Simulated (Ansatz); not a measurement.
# F3H3OSi: search for a transition state

Aim: find the saddle point of a four-centre ligand exchange that is to form Si1–O7, H2–H6 and break Si1–H2, H6–O7, prove it by its vibrations, and relax downhill on both sides to see what it joins.

Computed with Ansatz 0.2.0, Gaussian basis. Level: PBE0-D4, def2-SVP first, then def2-TZVP.

152 further runs of the same task are left out: 152 set aside as unsound or not needed.

## 1. The system as given

The guess: 8 atoms, charge 0, spin multiplicity 1.

Atoms are counted from 1 here; the program's logs count them from 0.

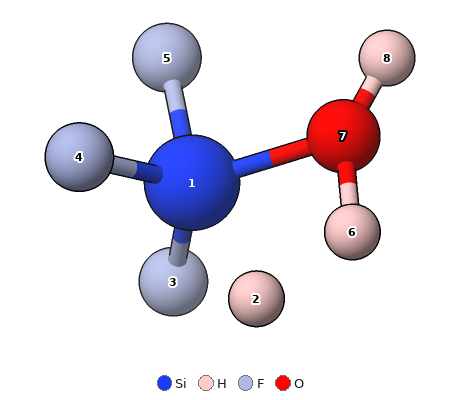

The starting geometry (silicon blue, hydrogen pink, fluorine light blue, oxygen red); atoms are numbered from 1 in the order of the file.

Coordinates:

```
Si   -0.5065    0.2834   -0.0895
H    -0.5066   -1.4473   -0.1448
F    -1.0335    0.3770   -1.5922
F    -1.5412    0.2892    1.1254
F    -0.1046    1.8396    0.0359
H     0.7002   -1.3792    0.0897
O     1.1023   -0.2570    0.1986
H     1.8899    0.2941    0.3769
```

Distances that are to change: Si1–O7 1.72 Å, H2–H6 1.23 Å, Si1–H2 1.73 Å, H6–O7 1.20 Å.

## 2. Constrained relaxation of the guess

The input, hold/in.yaml:

```yaml
crystal:
  periodic: [false, false, false]
  atoms:
    - {symbol: Si, position_ang: [-0.506500, 0.283400, -0.089500]}
    - {symbol: H, position_ang: [-0.506600, -1.447300, -0.144800]}
    - {symbol: F, position_ang: [-1.033500, 0.377000, -1.592200]}
    - {symbol: F, position_ang: [-1.541200, 0.289200, 1.125400]}
    - {symbol: F, position_ang: [-0.104600, 1.839600, 0.035900]}
    - {symbol: H, position_ang: [0.700200, -1.379200, 0.089700]}
    - {symbol: O, position_ang: [1.102300, -0.257000, 0.198600]}
    - {symbol: H, position_ang: [1.889900, 0.294100, 0.376900]}
basis:
  gaussian: {orbitals: def2-SVP}
hamiltonian: {xc: pbe0, dispersion: d4}
relax: {f_tol: 0.04, max_steps: 150, escape_saddle: false, constraints: [{distance: [0, 6]}, {distance: [1, 5]}, {distance: [0, 1]}, {distance: [5, 6]}]}
```

Command:

```bash
> ansatz run in.yaml --threads 4 --pin off --events-out ev --progress --plain --max-ram 9574MiB
```

Log, cut to the lines that bear on the results:

```text
Functional definition: PBE0
  name "PBE0"
  cite "Adamo & Barone, J. Chem. Phys. 110, 6158 (1999) doi:10.1063/1.478522"
  cite "Perdew, Burke & Ernzerhof, Phys. Rev. Lett. 77, 3865 (1996) doi:10.1103/PhysRevLett.77.3865"
  parent pbe
[...]
888 factors; integrals over basis functions are off by at most 3.7e-4 eV
[...]
mean field -18103.56861155 eV, -665.2938754349 hartree, gradient 2.0e-5 eV, S^2 0.000000; 0 other end points of the search recorded, 0 dependent functions left out
[...]
reference -18103.56863206 eV, -665.2938761888 hartree; 26, 26 occupied and 63, 63 virtual orbitals, 888 factors
relax step   1: F+E_penalty+E_count = -18103.67702700 eV  Δ(F+E_penalty+E_count) = +0.000e0 eV  max|allowed force component| = 6.904e-1 eV/Å  Δτ_max = 0.0000 Å  (25 SCF iters, accepted)
[...]
relax step   5: F+E_penalty+E_count = -18103.79222409 eV  Δ(F+E_penalty+E_count) = -1.018e-3 eV  max|allowed force component| = 6.539e-2 eV/Å  Δτ_max = 0.0124 Å  (27 SCF iters, accepted)
[...]
relax step   6: F+E_penalty+E_count = -18103.79241640 eV  Δ(F+E_penalty+E_count) = -1.923e-4 eV  max|allowed force component| = 1.539e-2 eV/Å  Δτ_max = 0.0041 Å  (22 SCF iters, accepted)
  distance Si 0 - O 6 held at 1.721415 Å   reaction = -8.9557e-1 eV/Å
  distance H 1 - H 5 held at 1.231257 Å   reaction = +1.1699e0 eV/Å
  distance Si 0 - H 1 held at 1.731583 Å   reaction = +8.9041e-2 eV/Å
  distance H 5 - O 6 held at 1.197028 Å   reaction = +8.6957e-1 eV/Å
888 factors; integrals over basis functions are off by at most 3.8e-4 eV
[...]
mean field -18103.68484484 eV, -665.2981469296 hartree, gradient 1.7e-5 eV, S^2 0.000000; 1 other end points of the search recorded, 0 dependent functions left out
[...]
reference -18103.68486501 eV, -665.2981476708 hartree; 26, 26 occupied and 63, 63 virtual orbitals, 888 factors
Total energy: -18103.79243657 eV, -665.3021008527 hartree
Atom 0 at    -0.482929     0.291805    -0.084347 Å, force    -0.852868     0.175771    -0.159793 eV/Å
Atom 1 at    -0.562183    -1.436445    -0.156808 Å, force     1.141189     0.219787     0.237887 eV/Å
Atom 2 at    -1.047383     0.306375    -1.591691 Å, force     0.003449     0.001278     0.015391 eV/Å
Atom 3 at    -1.553023     0.219580     1.116011 Å, force     0.011096    -0.002148    -0.014372 eV/Å
Atom 4 at    -0.085253     1.865512     0.040569 Å, force     0.001713    -0.002814     0.001099 eV/Å
Atom 5 at     0.637557    -1.298081     0.082924 Å, force    -0.778587     0.652513    -0.143051 eV/Å
Atom 6 at     1.136317    -0.216606     0.203456 Å, force     0.473244    -1.049116     0.060121 eV/Å
Atom 7 at     1.956898     0.267660     0.389887 Å, force     0.000764     0.004727     0.002718 eV/Å
Dipole moment:     0.872350    -0.358923     0.160811 e Å
```

Wall time 5.5 s (4 threads of Arm Neoverse V2, shared host).

The steps of the relaxation:

```
step  energy from step 1 (eV)  largest force component (eV/Å)
   1                   0.0000                          0.6904
   2                  -0.1016                          0.3084
   3                  -0.1132                          0.0750
   4                  -0.1142                          0.0431
   5                  -0.1152                          0.0654
   6                  -0.1154                          0.0154
```

Close pairs (by a distance rule), those that changed most:

```
  bond  before (Å)  after (Å)  change (Å)
Si1–F5       1.612      1.628      +0.016
Si1–F3       1.595      1.610      +0.014
Si1–F4       1.596      1.610      +0.014
 O7–H8       0.978      0.971      -0.007
 H6–O7       1.197      1.197      +0.000
Si1–O7       1.721      1.721      +0.000
```

## 3. A starting Hessian

The input, hessian/in.yaml:

```yaml
crystal:
  periodic: [false, false, false]
  atoms:
    - {symbol: Si, position_ang: [-0.482929, 0.291805, -0.084347]}
    - {symbol: H, position_ang: [-0.562183, -1.436445, -0.156808]}
    - {symbol: F, position_ang: [-1.047383, 0.306375, -1.591691]}
    - {symbol: F, position_ang: [-1.553023, 0.219580, 1.116011]}
    - {symbol: F, position_ang: [-0.085253, 1.865512, 0.040569]}
    - {symbol: H, position_ang: [0.637557, -1.298081, 0.082924]}
    - {symbol: O, position_ang: [1.136317, -0.216606, 0.203456]}
    - {symbol: H, position_ang: [1.956898, 0.267660, 0.389887]}
basis:
  gaussian: {orbitals: def2-SVP}
hamiltonian: {xc: pbe0, dispersion: d4}
phonons: {}
scf: {lower_state_search: off}
```

Command:

```bash
> ansatz run in.yaml --threads 4 --pin off --events-out ev --progress --plain --max-ram 9574MiB
```

Log, cut to the lines that bear on the results:

```text
[... 5 set-up lines as earlier in the session ...]
[...]
886 factors; integrals over basis functions are off by at most 3.8e-4 eV
[...]
mean field -18103.68485325 eV, -665.2981472388 hartree, gradient 3.5e-6 eV, S^2 0.000000; 0 other end points of the search recorded, 0 dependent functions left out
[...]
reference -18103.68487397 eV, -665.2981480002 hartree; 26, 26 occupied and 63, 63 virtual orbitals, 886 factors
[... from here to the last solve, the lines of the solves are left out (47 solves) ...]
886 factors; integrals over basis functions are off by at most 3.8e-4 eV
mean field -18103.68483871 eV, -665.2981467044 hartree, gradient 7.9e-7 eV, S^2 0.000000; 0 other end points of the search recorded, 0 dependent functions left out
[...]
WARN: phonons: modes at or below zero, which the zero-point energy, F, S and C_V leave out: 1, the lowest at -1572.62 cm⁻¹. A minimum has none, and a first-order saddle one
[...]
Atom 0 at    -0.482929     0.291805    -0.084347 Å, force    -0.852851     0.175855    -0.159829 eV/Å
Atom 1 at    -0.562183    -1.436445    -0.156808 Å, force     1.141165     0.219663     0.237895 eV/Å
Atom 2 at    -1.047383     0.306375    -1.591691 Å, force     0.003543     0.001261     0.015442 eV/Å
Atom 3 at    -1.553023     0.219580     1.116011 Å, force     0.011157    -0.002141    -0.014360 eV/Å
Atom 4 at    -0.085253     1.865512     0.040569 Å, force     0.001671    -0.002825     0.001109 eV/Å
Atom 5 at     0.637557    -1.298081     0.082924 Å, force    -0.778690     0.652477    -0.143090 eV/Å
Atom 6 at     1.136317    -0.216606     0.203456 Å, force     0.473215    -1.049052     0.060108 eV/Å
Atom 7 at     1.956898     0.267660     0.389887 Å, force     0.000790     0.004760     0.002725 eV/Å
Dipole moment:     0.872349    -0.358927     0.160812 e Å
Vibrations: -1572.62 149.71 172.69 202.09 376.15 385.02 450.46 677.26 696.47 826.53 926.82 958.10 1001.61 1148.59 1264.57 1552.10 1983.15 3779.29 cm⁻¹, zero-point energy 1.026007 eV
Checks for a lower state left out: stability, starts, cluster_reference, orbital_swaps, neighbouring_geometries, increment
```

Wall time 24 s (4 threads of Arm Neoverse V2, shared host).

The structure is not stationary yet, so these wavenumbers are no spectrum; the search needs only the force constants.

## 4. Saddle search in the small basis

A small driver takes partitioned rational-function steps: uphill along one mode, downhill along the rest. It calls the program once a step for energy and forces and updates the Hessian by Bofill's formula. It stops when the largest force is under 0.04 eV/Å and the followed curvature is negative. The first step's input:

The input, presaddle/in.yaml:

```yaml
crystal:
  periodic: [false, false, false]
  atoms:
    - {symbol: Si, position_ang: [-0.482929, 0.291805, -0.084347]}
    - {symbol: H, position_ang: [-0.562183, -1.436445, -0.156808]}
    - {symbol: F, position_ang: [-1.047383, 0.306375, -1.591691]}
    - {symbol: F, position_ang: [-1.553023, 0.219580, 1.116011]}
    - {symbol: F, position_ang: [-0.085253, 1.865512, 0.040569]}
    - {symbol: H, position_ang: [0.637557, -1.298081, 0.082924]}
    - {symbol: O, position_ang: [1.136317, -0.216606, 0.203456]}
    - {symbol: H, position_ang: [1.956898, 0.267660, 0.389887]}
basis:
  gaussian: {orbitals: def2-SVP}
hamiltonian: {xc: pbe0, dispersion: d4}
output: {forces: true}
scf: {lower_state_search: off}
```

Command:

```bash
> ansatz run in.yaml --threads 4 --pin off --events-out ev --progress --plain --max-ram 9574MiB
```

The driver's record:

```
step   energy (eV)  largest force (eV/Å)  followed curvature (eV/Å²)
   1  -18103.79243                1.1412                      -13.87
   2  -18103.91150                0.4404                      -13.77
   3  -18103.91614                0.2555                      -13.89
   4  -18103.91833                0.1618                      -13.93
   5  -18103.83759                1.6798                      -13.92
   6  -18103.89248                1.0001                      -13.92
   7  -18103.91971                0.0859                      -13.93
   8  -18103.92077                0.0600                      -13.93
   9  -18103.92145                0.0377                      -13.95
```

The 9 steps took 5 s in all (4 threads of Arm Neoverse V2, shared host).

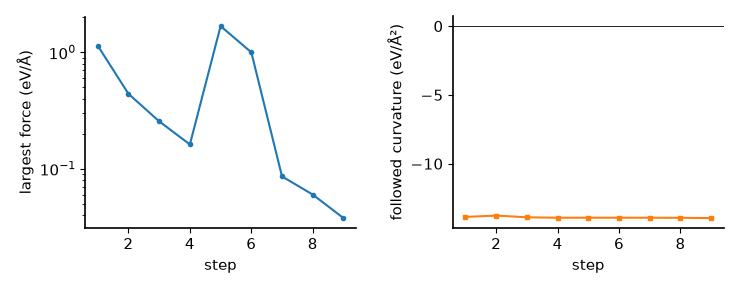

Largest force and followed curvature during the search.

## 5. Saddle search in triple zeta

The search itself is an outer loop (partitioned rational-function steps, Bofill update of the Hessian). Each step is one single-point run with forces. It stops when the largest force is under 0.01 eV/Å and the followed curvature is negative. The first step's input:

The input, saddle/in.yaml:

```yaml
crystal:
  periodic: [false, false, false]
  atoms:
    - {symbol: Si, position_ang: [-0.509619, 0.287997, -0.124844]}
    - {symbol: H, position_ang: [-0.466193, -1.384097, -0.180501]}
    - {symbol: F, position_ang: [-1.174518, 0.308330, -1.589612]}
    - {symbol: F, position_ang: [-1.502866, 0.210723, 1.140357]}
    - {symbol: F, position_ang: [-0.089945, 1.853697, -0.018954]}
    - {symbol: H, position_ang: [0.611238, -1.220306, 0.098489]}
    - {symbol: O, position_ang: [1.186240, -0.238219, 0.119793]}
    - {symbol: H, position_ang: [1.945661, 0.181673, 0.555272]}
basis:
  gaussian: {orbitals: def2-TZVP}
hamiltonian: {xc: pbe0, dispersion: d4}
output: {forces: true}
scf: {lower_state_search: off}
```

Command:

```bash
> ansatz run in.yaml --threads 4 --pin off --events-out ev --progress --plain --max-ram 9574MiB
```

The driver's record:

```
step   energy (eV)  largest force (eV/Å)  followed curvature (eV/Å²)
   1  -18120.03519                0.8302                      -13.95
   2  -18120.06186                0.8012                      -13.94
   3  -18120.07567                0.1984                      -13.93
   4  -18120.07098                0.4772                      -13.93
   5  -18120.07964                0.0989                      -13.93
   6  -18120.08121                0.1498                      -13.93
   7  -18120.08216                0.1596                      -13.95
   8  -18120.08292                0.0706                      -14.17
   9  -18120.08330                0.0885                      -14.16
  10  -18120.08369                0.0349                      -14.16
  11  -18120.08379                0.0382                      -14.16
  12  -18120.08416                0.0299                      -14.16
  13  -18120.08432                0.0303                      -14.20
  14  -18120.08431                0.0215                      -14.20
  15  -18120.08435                0.0047                      -14.20
```

The 15 steps took 18 s in all (4 threads of Arm Neoverse V2, shared host).

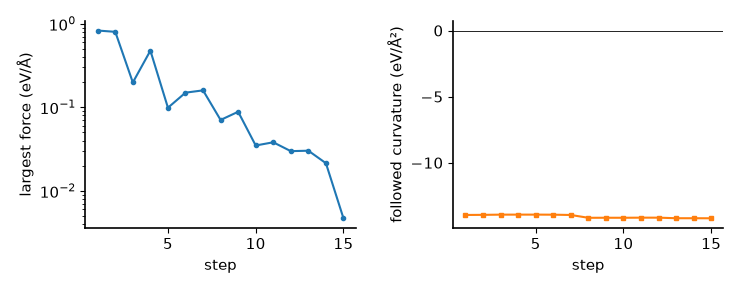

Largest force and followed curvature during the search.

The point found:

```xyz
8
F3H3OSi
Si   -0.4961    0.2885   -0.1368
H    -0.4712   -1.3878   -0.1706
F    -1.1854    0.3000   -1.5607
F    -1.4357    0.2153    1.1397
F    -0.0817    1.8348   -0.0363
H     0.6170   -1.1872    0.0875
O     1.2119   -0.2259    0.0270
H     1.8412    0.1621    0.6503
```

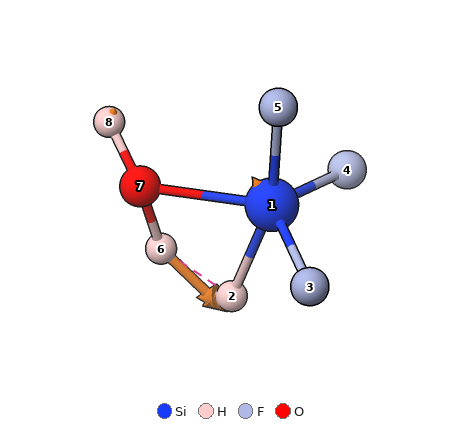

The point found; broken lines mark the pairs that react, arrows the followed mode.

## 6. Checking the order of the point

The input, vib/in.yaml:

```yaml
crystal:
  periodic: [false, false, false]
  atoms:
    - {symbol: Si, position_ang: [-0.496090, 0.288532, -0.136837]}
    - {symbol: H, position_ang: [-0.471230, -1.387816, -0.170578]}
    - {symbol: F, position_ang: [-1.185358, 0.300007, -1.560706]}
    - {symbol: F, position_ang: [-1.435717, 0.215316, 1.139711]}
    - {symbol: F, position_ang: [-0.081696, 1.834777, -0.036292]}
    - {symbol: H, position_ang: [0.617009, -1.187219, 0.087462]}
    - {symbol: O, position_ang: [1.211882, -0.225874, 0.026954]}
    - {symbol: H, position_ang: [1.841199, 0.162077, 0.650287]}
basis:
  gaussian: {orbitals: def2-TZVP}
hamiltonian: {xc: pbe0, dispersion: d4}
phonons: {temperatures: {t_min: 298.15, t_max: 900, t_step: 200}}
```

Command:

```bash
> ansatz run in.yaml --threads 4 --pin off --events-out ev --progress --plain --max-ram 9574MiB
```

Log, cut to the lines that bear on the results:

```text
[... 5 set-up lines as earlier in the session ...]
[...]
1019 factors; their error is unknown
[...]
mean field -18119.97731283 eV, -665.8968840846 hartree, gradient 5.2e-5 eV, S^2 0.000000; 0 other end points of the search recorded, 0 dependent functions left out
[...]
reference -18119.97733633 eV, -665.8968849483 hartree; 26, 26 occupied and 153, 153 virtual orbitals, 1019 factors
[... from here to the last solve, the lines of the solves are left out (47 solves) ...]
1019 factors; their error is unknown
mean field -18119.97724961 eV, -665.8968817615 hartree, gradient 2.7e-6 eV, S^2 0.000000; 0 other end points of the search recorded, 0 dependent functions left out
[...]
WARN: phonons: modes at or below zero, which the zero-point energy, F, S and C_V leave out: 1, the lowest at -1287.56 cm⁻¹. A minimum has none, and a first-order saddle one
[...]
Total energy: -18120.08434553 eV, -665.9008174641 hartree
Atom 0 at    -0.496090     0.288532    -0.136837 Å, force    -0.000605     0.000151    -0.001912 eV/Å
Atom 1 at    -0.471230    -1.387816    -0.170578 Å, force    -0.000891     0.000066    -0.000838 eV/Å
Atom 2 at    -1.185358     0.300007    -1.560706 Å, force    -0.000671     0.000712     0.000731 eV/Å
Atom 3 at    -1.435717     0.215316     1.139711 Å, force    -0.001539    -0.000608     0.001256 eV/Å
Atom 4 at    -0.081696     1.834777    -0.036292 Å, force    -0.000155     0.000042    -0.000860 eV/Å
Atom 5 at     0.617009    -1.187219     0.087462 Å, force     0.001011     0.000513     0.001875 eV/Å
Atom 6 at     1.211882    -0.225874     0.026954 Å, force     0.004705     0.001495     0.001421 eV/Å
Atom 7 at     1.841199     0.162077     0.650287 Å, force    -0.001856    -0.002371    -0.001673 eV/Å
Dipole moment:     0.711350    -0.336398     0.288753 e Å
Vibrations: -1287.56 94.35 202.70 360.44 381.04 415.27 462.91 604.37 665.46 834.88 897.73 946.58 1004.11 1141.47 1320.34 1761.24 2162.64 3786.35 cm⁻¹, zero-point energy 1.056461 eV
```

It took 55 s on 4 threads of Arm Neoverse V2, shared host.

The modes, with what each moves most:

```
mode  wavenumber (cm⁻¹)                   character
   1              1288i        changes H2–H6, H6–O7
   2                 94                        bend
   3                203                        bend
   4                360           torsion with bend
   5                381                        bend
   6                415           torsion with bend
   7                463           bend with torsion
   8                604           torsion with bend
   9                665       Si–O and Si–F stretch
  10                835                Si–F stretch
  11                898  mixed, led by Si–F stretch
  12                947      Si–F stretch with bend
  13               1004                Si–F stretch
  14               1141                        bend
  15               1320                        bend
  16               1761      bend with Si–H stretch
  17               2163       O–H stretch with bend
  18               3786                 O–H stretch
```

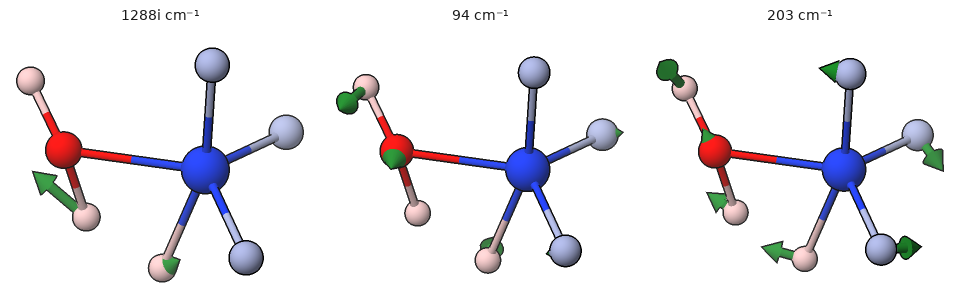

How the atoms move in 3 of the modes.

Vibrational sums (real modes only):

```
T (K)  entropy (J/mol/K)  heat capacity (J/mol/K)
  298               45.6                     58.0
  498               82.7                     86.1
  698              114.6                    102.4
  898              141.6                    112.4
```

[end of part 1 of 2]
